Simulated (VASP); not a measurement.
Band structure of BN (space group F-43m). All values below come from modified Becke-Johnson potential (mBJ), VASP's PBE PAW potentials (set 64) (plane waves; VASP).

mBJ is a potential without an energy functional, so only the levels count.

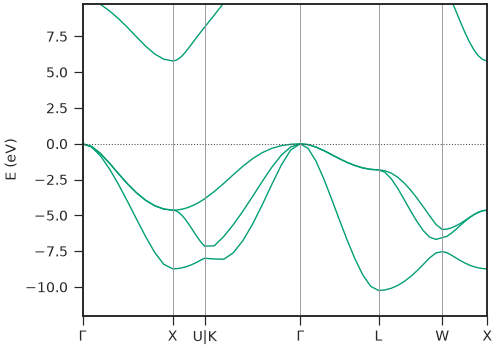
Figure. Bands along high-symmetry lines, zero at the valence-band maximum or, without a gap, the Fermi level

Question: Read the plot: is there a gap, and where are the band edges?

Answer: The gap is indirect, 5.78 eV, from the valence maximum at Γ to the conduction minimum at X.

The structure comes from a computed database's BN entry (F-43m); how it stands against other phases isn't given here. The cell was not relaxed at this level. The cell's shape comes from a PBE relaxation.
